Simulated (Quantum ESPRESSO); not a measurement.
# Collinear magnetic orders of Nickel with Quantum ESPRESSO

Aim: find out which collinear order of Nickel costs least.

Main program and level: Quantum ESPRESSO 7.5; PBEsol; plane waves with GBRV 1.5 PBEsol potentials, no spin-orbit coupling.

**1. Set-up**

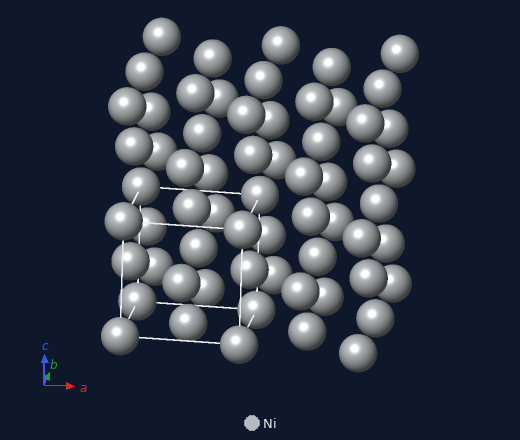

The cell as given, slightly off an axis (nickel light grey). 2×2×2 cells are drawn. This picture shows the conventional cell, with its axes. Some periodic images of atoms are drawn too.

The cell comes from the Crystallography Open Database.

**2. Run 1, typed as ferro +**

The signs are those of the starting moments on the seeded atoms, the atoms that are given a moment.

pw.in reads:

```
&CONTROL
  calculation = 'scf'
  prefix = 'pwscf'
  outdir = './tmp'
  pseudo_dir = './pseudo'
  disk_io = 'nowf'
/
&SYSTEM
  ibrav = 0
  celldm(1) = 8
  nat = 1
  ntyp = 1
  ecutwfc = 40
  ecutrho = 280
  nbnd = 15
  occupations = 'smearing'
  smearing = 'fd'
  degauss = 0.00734986
  nspin = 2
  starting_magnetization(1) = 0.0556
/
&ELECTRONS
  conv_thr = 2d-09
  electron_maxstep = 150
  mixing_beta = 0.3
/
ATOMIC_SPECIES
Ni     58.6934 ni_pbesol_v1.4.uspp.F.UPF
CELL_PARAMETERS alat
   0.0000000000000    0.4161968249241    0.4161968249241
   0.4161968249241    0.0000000000000    0.4161968249241
   0.4161968249241    0.4161968249241    0.0000000000000
ATOMIC_POSITIONS crystal
Ni      0.0000000000    0.0000000000    0.0000000000
K_POINTS automatic
16 16 16 0 0 0
```

Launch:

```console
> OMP_NUM_THREADS=1 mpirun -n 4 pw.x -nk 4 -in pw.in > pw.out
```

Output:

```text
Program PWSCF v.7.5 starts

     Message from routine setup:
     using ibrav=0 with symmetry is DISCOURAGED, use correct ibrav instead

     K-points division:     npool     =       4
     Subspace diagonalization in iterative solution of the eigenvalue problem:

     G-vector sticks info
     --------------------
     sticks:   dense  smooth     PW     G-vecs:    dense   smooth      PW
     Sum         433     253     85                 5817     2565     537

     Using Slab Decomposition

     bravais-lattice index     =            0
     lattice parameter (alat)  =       8.0000  a.u.
     unit-cell volume          =      73.8238 (a.u.)^3
     number of atoms/cell      =            1
     number of atomic types    =            1
     number of electrons       =        18.00
     number of Kohn-Sham states=           15
     kinetic-energy cutoff     =      40.0000  Ry
     charge density cutoff     =     280.0000  Ry
     scf convergence threshold =      2.0E-09
     mixing beta               =       0.3000
     number of iterations used =            8  plain     mixing
     Exchange-correlation= SLA  PW   PSX  PSC
                           (   1   4  10   8   0   0   0)

     celldm(1)=   8.000000  celldm(2)=   0.000000  celldm(3)=   0.000000
     celldm(4)=   0.000000  celldm(5)=   0.000000  celldm(6)=   0.000000

     crystal axes: (cart. coord. in units of alat)
               a(1) = (   0.000000   0.416197   0.416197 )
               a(2) = (   0.416197   0.000000   0.416197 )
               a(3) = (   0.416197   0.416197   0.000000 )

     reciprocal axes: (cart. coord. in units 2 pi/alat)
               b(1) = ( -1.201355  1.201355  1.201355 )
               b(2) = (  1.201355 -1.201355  1.201355 )
               b(3) = (  1.201355  1.201355 -1.201355 )

     PseudoPot. # 1 for Ni read from file:
     ni_pbesol_v1.4.uspp.F.UPF
     Pseudo is Ultrasoft + core correction, Zval = 18.0
     Generated by new atomic code, or converted to UPF format
     Using radial grid of  865 points,  6 beta functions with:
                l(1) =   0
                l(2) =   0
                l(3) =   1
                l(4) =   1
                l(5) =   2
                l(6) =   2
     Q(r) pseudized with 10 coefficients,  rinner =    0.980   0.980   0.980
                                                       0.980   0.980

     atomic species   valence    mass     pseudopotential
     Ni               18.00    58.69340     Ni( 1.00)

     Starting magnetic structure
     atomic species   magnetization
     Ni              0.056

     48 Sym. Ops., with inversion, found

   Cartesian axes

     site n.     atom                  positions (alat units)
         1        Ni     tau(   1) = (   0.0000000   0.0000000   0.0000000  )

     number of k points=   145  Fermi-Dirac smearing, width (Ry)=  0.0073

     Number of k-points >= 100: set verbosity='high' to print them.

     Dense  grid:     5817 G-vectors     FFT dimensions: (  25,  25,  25)

     Smooth grid:     2565 G-vectors     FFT dimensions: (  20,  20,  20)

     Check: negative core charge=   -0.000020
     Generating pointlists ...
     new r_m :   0.2428 (alat units)  1.9424 (a.u.) for type    1

     Initial potential from superposition of free atoms

     starting charge      16.0000, renormalised to      18.0000
     Starting wfcs are   13 randomized atomic wfcs +    2 random wfcs

     Self-consistent Calculation

     iteration #  1     ecut=    40.00 Ry     beta= 0.30
     Davidson diagonalization with overlap
     ethr =  1.00E-02,  avg # of iterations =  4.6

     total energy              =    -336.63093092 Ry
     estimated scf accuracy    <      31.99074649 Ry

     total magnetization       =     0.18 Bohr mag/cell
     absolute magnetization    =     0.21 Bohr mag/cell

     iteration #  2     ecut=    40.00 Ry     beta= 0.30
     Davidson diagonalization with overlap
     ethr =  1.00E-02,  avg # of iterations =  3.0

     total energy              =    -342.83157046 Ry
     estimated scf accuracy    <       1.22674520 Ry

     total magnetization       =     0.42 Bohr mag/cell
     absolute magnetization    =     0.48 Bohr mag/cell

     iteration #  3     ecut=    40.00 Ry     beta= 0.30
     Davidson diagonalization with overlap
     ethr =  6.82E-03,  avg # of iterations =  2.0

     total energy              =    -343.07316408 Ry
     estimated scf accuracy    <       0.06101671 Ry

     total magnetization       =     0.68 Bohr mag/cell
     absolute magnetization    =     0.74 Bohr mag/cell

     [... further iterations left out ...]

     iteration #  8     ecut=    40.00 Ry     beta= 0.30
     Davidson diagonalization with overlap
     ethr =  4.59E-08,  avg # of iterations =  1.5

     total energy              =    -343.08622000 Ry
     estimated scf accuracy    <       0.00000038 Ry

     total magnetization       =     0.63 Bohr mag/cell
     absolute magnetization    =     0.72 Bohr mag/cell

     iteration #  9     ecut=    40.00 Ry     beta= 0.30
     Davidson diagonalization with overlap
     ethr =  2.12E-09,  avg # of iterations =  2.0

     total energy              =    -343.08622014 Ry
     estimated scf accuracy    <       0.00000052 Ry

     total magnetization       =     0.63 Bohr mag/cell
     absolute magnetization    =     0.72 Bohr mag/cell

     iteration # 10     ecut=    40.00 Ry     beta= 0.30
     Davidson diagonalization with overlap
     ethr =  2.12E-09,  avg # of iterations =  1.5

     total energy              =    -343.08622028 Ry
     estimated scf accuracy    <          7.1E-09 Ry

     total magnetization       =     0.63 Bohr mag/cell
     absolute magnetization    =     0.72 Bohr mag/cell

     iteration # 11     ecut=    40.00 Ry     beta= 0.30
     Davidson diagonalization with overlap
     ethr =  3.95E-11,  avg # of iterations =  1.5

     Magnetic moment per site  (integrated on atomic sphere of radius R)
     atom   1 (R=0.243)  charge= 16.6992  magn=  0.6708

     End of self-consistent calculation

     Number of k-points >= 100: set verbosity='high' to print the bands.

     the Fermi energy is    17.5781 ev

!    total energy              =    -343.08622031 Ry
     estimated scf accuracy    <          1.1E-09 Ry
     smearing contrib. (-TS)   =      -0.00405994 Ry
     internal energy E=F+TS    =    -343.08216037 Ry

     The total energy is F=E-TS. E is the sum of the following terms:
     one-electron contribution =    -192.33329904 Ry
     hartree contribution      =     107.50365769 Ry
     xc contribution           =     -35.17667739 Ry
     ewald contribution        =    -223.07584162 Ry

     total magnetization       =     0.63 Bohr mag/cell
     absolute magnetization    =     0.72 Bohr mag/cell

     convergence has been achieved in  11 iterations

=------------------------------------------------------------------------------=
   JOB DONE.
=------------------------------------------------------------------------------=
```

The job ended after 4.2 s (4 MPI ranks of Arm Neoverse V2, shared host; peak memory 0.22 GiB; 17 s of CPU time).

Spin moment in the atom's sphere by atom:

```tsv
atom	spin moment in the atom's sphere (μB)
Ni1	0.671
```

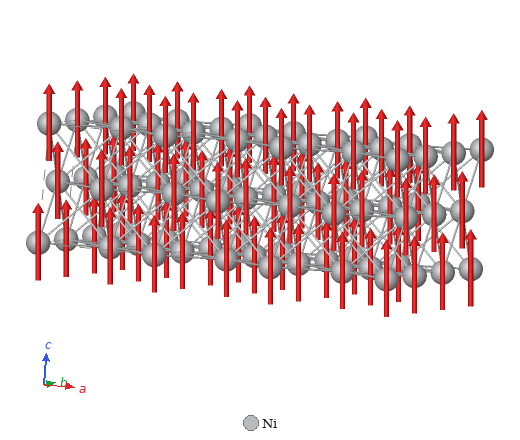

Spin moment in the atom's sphere as arrows, the longest 0.671 μB. Up and down stand for the sign. Arrows give size and sign along the axis of quantisation, drawn up and down the page. 3×3×1 conventional cells are drawn. Some periodic images of atoms are drawn too.

This step gave:

```yaml
smearing_term_ts: 0.05524 eV
magnetization: 0.632 μB
absolute_magnetization: 0.724 μB
final_state: ferromagnetic
```

**3. Run 2 (antiferro q=(0,1/2,1/2) +−)**

This order needs a doubled cell of 2 atoms. The wavevector q is in fractions of the reciprocal vectors of the crystal's primitive cell, as the cells of these inputs are built from it; moments change sign between cells as cos(2π q·R).

pw.in reads:

```
&CONTROL
  calculation = 'scf'
  prefix = 'pwscf'
  outdir = './tmp'
  pseudo_dir = './pseudo'
  disk_io = 'nowf'
/
&SYSTEM
  ibrav = 0
  celldm(1) = 8
  nat = 2
  ntyp = 2
  ecutwfc = 40
  ecutrho = 280
  nbnd = 25
  occupations = 'smearing'
  smearing = 'fd'
  degauss = 0.00734986
  nspin = 2
  starting_magnetization(1) = 0.0556
  starting_magnetization(2) = -0.0556
/
&ELECTRONS
  conv_thr = 4d-09
  electron_maxstep = 150
  mixing_beta = 0.3
/
ATOMIC_SPECIES
Ni1    58.6934 ni_pbesol_v1.4.uspp.F.UPF
Ni2    58.6934 ni_pbesol_v1.4.uspp.F.UPF
CELL_PARAMETERS alat
   0.0000000000000    0.4161968249241    0.4161968249241
   0.8323936498481    0.0000000000000    0.8323936498481
   0.8323936498481    0.4161968249241    0.4161968249241
ATOMIC_POSITIONS crystal
Ni1     0.0000000000    0.0000000000    0.0000000000
Ni2     0.0000000000    0.5000000000    0.0000000000
K_POINTS automatic
16 8 16 0 0 0
```

Output:

```text
[banner, memory and clock lines left out]
Program PWSCF v.7.5 starts

     Message from routine setup:
     using ibrav=0 with symmetry is DISCOURAGED, use correct ibrav instead

     bravais-lattice index     =            0
     lattice parameter (alat)  =       8.0000  a.u.
     unit-cell volume          =     147.6475 (a.u.)^3
     number of atoms/cell      =            2
     number of atomic types    =            2
     number of electrons       =        36.00
     number of Kohn-Sham states=           25
     kinetic-energy cutoff     =      40.0000  Ry
     charge density cutoff     =     280.0000  Ry
     scf convergence threshold =      4.0E-09
     mixing beta               =       0.3000
     number of iterations used =            8  plain     mixing
     Exchange-correlation= SLA  PW   PSX  PSC
                           (   1   4  10   8   0   0   0)

     celldm(1)=   8.000000  celldm(2)=   0.000000  celldm(3)=   0.000000
     celldm(4)=   0.000000  celldm(5)=   0.000000  celldm(6)=   0.000000

     crystal axes: (cart. coord. in units of alat)
               a(1) = (   0.000000   0.416197   0.416197 )
               a(2) = (   0.832394   0.000000   0.832394 )
               a(3) = (   0.832394   0.416197   0.416197 )

     reciprocal axes: (cart. coord. in units 2 pi/alat)
               b(1) = ( -1.201355  1.201355  1.201355 )
               b(2) = ( -0.000000 -1.201355  1.201355 )
               b(3) = (  1.201355  1.201355 -1.201355 )

     PseudoPot. # 1 for Ni read from file:
     ni_pbesol_v1.4.uspp.F.UPF
     Pseudo is Ultrasoft + core correction, Zval = 18.0

     PseudoPot. # 2 for Ni read from file:
     ni_pbesol_v1.4.uspp.F.UPF
     Pseudo is Ultrasoft + core correction, Zval = 18.0

     atomic species   valence    mass     pseudopotential
     Ni1              18.00    58.69340     Ni( 1.00)
     Ni2              18.00    58.69340     Ni( 1.00)

     Starting magnetic structure
     atomic species   magnetization
     Ni1             0.056
     Ni2            -0.056

     16 Sym. Ops., with inversion, found

   Cartesian axes

     site n.     atom                  positions (alat units)
         1        Ni1    tau(   1) = (   0.0000000   0.0000000   0.0000000  )
         2        Ni2    tau(   2) = (   0.4161968   0.0000000   0.4161968  )

     number of k points=   205  Fermi-Dirac smearing, width (Ry)=  0.0073

     Number of k-points >= 100: set verbosity='high' to print them.

     Dense  grid:    11691 G-vectors     FFT dimensions: (  25,  54,  45)

     Smooth grid:     5063 G-vectors     FFT dimensions: (  20,  40,  36)

     Check: negative core charge=   -0.000020
     Generating pointlists ...
     new r_m :   0.2428 (alat units)  1.9424 (a.u.) for type    1
     new r_m :   0.2428 (alat units)  1.9424 (a.u.) for type    2

     Initial potential from superposition of free atoms

     starting charge      32.0000, renormalised to      36.0000
     Starting wfcs are   26 randomized atomic wfcs

     Self-consistent Calculation

     iteration #  1     ecut=    40.00 Ry     beta= 0.30
     Davidson diagonalization with overlap
     ethr =  1.00E-02,  avg # of iterations =  4.6

     total energy              =    -673.42861371 Ry
     estimated scf accuracy    <      63.56689302 Ry

     total magnetization       =    -0.00 Bohr mag/cell
     absolute magnetization    =     0.46 Bohr mag/cell

     iteration #  2     ecut=    40.00 Ry     beta= 0.30
     Davidson diagonalization with overlap
     ethr =  1.00E-02,  avg # of iterations =  3.1

     total energy              =    -685.65706134 Ry
     estimated scf accuracy    <       2.40410058 Ry

     total magnetization       =    -0.00 Bohr mag/cell
     absolute magnetization    =     0.72 Bohr mag/cell

     [... further iterations left out ...]

     iteration # 18     ecut=    40.00 Ry     beta= 0.30
     Davidson diagonalization with overlap
     ethr =  4.39E-11,  avg # of iterations =  2.0

     total energy              =    -686.16640616 Ry
     estimated scf accuracy    <       0.00000001 Ry

     total magnetization       =    -0.00 Bohr mag/cell
     absolute magnetization    =     0.00 Bohr mag/cell

     iteration # 19     ecut=    40.00 Ry     beta= 0.30
     Davidson diagonalization with overlap
     ethr =  3.42E-11,  avg # of iterations =  1.0

     Magnetic moment per site  (integrated on atomic sphere of radius R)
     atom   1 (R=0.243)  charge= 16.7031  magn= -0.0002
     atom   2 (R=0.243)  charge= 16.7030  magn=  0.0002

     End of self-consistent calculation

     Number of k-points >= 100: set verbosity='high' to print the bands.

     the Fermi energy is    17.3956 ev

!    total energy              =    -686.16640617 Ry
     estimated scf accuracy    <          3.5E-09 Ry
     smearing contrib. (-TS)   =      -0.01335340 Ry
     internal energy E=F+TS    =    -686.15305276 Ry

     The total energy is F=E-TS. E is the sum of the following terms:
     one-electron contribution =    -384.73009124 Ry
     hartree contribution      =     215.06525974 Ry
     xc contribution           =     -70.33653802 Ry
     ewald contribution        =    -446.15168325 Ry

     total magnetization       =    -0.00 Bohr mag/cell
     absolute magnetization    =     0.00 Bohr mag/cell

     convergence has been achieved in  19 iterations
```

The job ended after 50 s (4 MPI ranks; peak memory 0.37 GiB).

Spin moment in the atom's sphere by atom:

```tsv
atom	spin moment in the atom's sphere (μB)
Ni1	-0.0002
Ni2	0.0002
```

This step gave:

```yaml
smearing_term_ts: 0.1817 eV
magnetization: 0 μB
absolute_magnetization: 0 μB
final_state: non-magnetic
```

**4. Start 3: antiferro q=(0,0,1/2) +−**

This order needs a doubled cell of 2 atoms.

pw.in, as its differences from that of step 3:

```diff
@@ -32,8 +32,8 @@
    0.0000000000000    0.4161968249241    0.4161968249241
-   0.8323936498481    0.0000000000000    0.8323936498481
-   0.8323936498481    0.4161968249241    0.4161968249241
+   0.4161968249241    0.0000000000000    0.4161968249241
+   0.8323936498481    0.8323936498481    0.0000000000000
 ATOMIC_POSITIONS crystal
 Ni1     0.0000000000    0.0000000000    0.0000000000
-Ni2     0.0000000000    0.5000000000    0.0000000000
+Ni2     0.0000000000    0.0000000000    0.5000000000
 K_POINTS automatic
-16 8 16 0 0 0
+16 16 8 0 0 0
```

Output:

```text
     [... lines left out ...]
Program PWSCF v.7.5 starts
     [... lines left out ...]
     number of atoms/cell      =            2
     [... lines left out ...]
     number of electrons       =        36.00
     number of Kohn-Sham states=           25
     kinetic-energy cutoff     =      40.0000  Ry
     charge density cutoff     =     280.0000  Ry
     scf convergence threshold =      4.0E-09
     [... lines left out ...]
     12 Sym. Ops., with inversion, found
     [... lines left out ...]
     number of k points=   213  Fermi-Dirac smearing, width (Ry)=  0.0073
     [... lines left out ...]
     iteration # 26     ecut=    40.00 Ry     beta= 0.30
     [... lines left out ...]
     Magnetic moment per site  (integrated on atomic sphere of radius R)
     atom   1 (R=0.243)  charge= 16.7028  magn=  0.0012
     atom   2 (R=0.243)  charge= 16.7028  magn= -0.0014
     [... lines left out ...]
     the Fermi energy is    17.3957 ev
!    total energy              =    -686.16640615 Ry
     estimated scf accuracy    <          1.9E-09 Ry
     smearing contrib. (-TS)   =      -0.01335335 Ry
     [... lines left out ...]
     total magnetization       =    -0.00 Bohr mag/cell
     absolute magnetization    =     0.00 Bohr mag/cell
     convergence has been achieved in  26 iterations
```

Elapsed: 45 s, on 4 MPI ranks; peak memory 0.35 GiB.

Spin moment in the atom's sphere by atom:

```tsv
atom	spin moment in the atom's sphere (μB)
Ni1	0.0012
Ni2	-0.0014
```

Numbers from this step:

```
smearing term TS       : 0.1817 eV
magnetization          : 0 μB
absolute magnetization : 0 μB
final state            : non-magnetic
```

**5. Ranking**

An order is kept where moments of 0.15 μB or more survive with the typed signs; meshes match where a doubled cell samples the same k points as the first cell.

Orders:

```tsv
start	final state	typed order kept	energy over the lowest (meV a seeded atom)	largest site moment (μB)	net moment (μB a cell of the first run)	mesh matched	CPU time (s)
ferro +	ferromagnetic	yes	0	0.6708	0.6319	yes	16.6
antiferro q=(0,1/2,1/2) +-	non-magnetic	no	41.05	0	0	yes	200.6
antiferro q=(0,0,1/2) +-	non-magnetic	no	41.05	0.001406	0	yes	179.7
```

**6. Outcome**

```
lowest state found    : ferromagnetic (from ferro +)
largest site moment   : 0.671 μB
state without moments : 41.1 meV a seeded atom higher
```

In words: 2 starts lost their moments. This is the lowest of 3 collinear or spinless starts, no proof of the ground state. Energies are free energies at an electronic temperature of 1160 K, which lowers moments and differences where the moments are itinerant.

[Logs and program files are shortened in this print: banners, set-up blocks, solver, clock and traceback lines can be left out without a mark of their own.]

[Logs are printed without paths, hosts, clocks, repeated set-up lines and the standing remarks that a program may print on its own settings, such as how far it seeks lower states.]

[Hosts, paths, dates, database ids (printed as entryN), source tags and the programs' standing remarks are cut or masked in the printed files.]

[Where a cell is said to come from a database of computed structures, the database is the Materials Project.]
